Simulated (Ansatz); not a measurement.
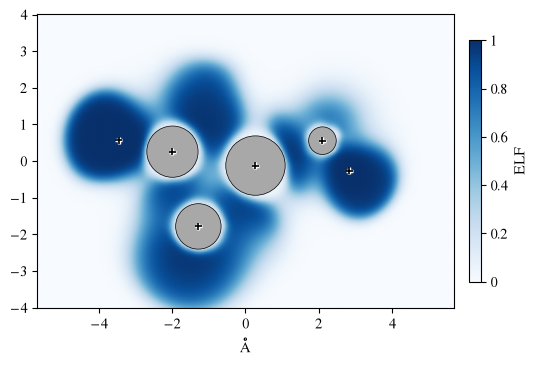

The electron localisation function on a plane through atoms (crosses mark nuclei in the plane; grey discs cover the cores).

Computed with isolated molecule in a Gaussian basis; Kohn-Sham density functional theory, functional PBE0 (Ansatz 0.2.0).

Candidates:
A. C₃HCaF (SMILES [CH]C#[C][Ca][F]) (triplet)
B. CH₄AlPSi (SMILES [CH3][Al]1[SiH]=[P]1)
C. CH₃BClISi (SMILES ClB/C=[SiH]/I)

Which system is this?

Answer. Candidate B: CH₄AlPSi on the plane of atoms Al2, P3 and Si4, which holds C, Al, P, Si and H. C–Al (1.95 Å): the ELF peaks at about 0.95 between the atoms, as expected for a shared but strongly polarised pair. Si–P (2.16 Å): the ELF peaks at about 0.85 between the atoms (a shared electron pair).
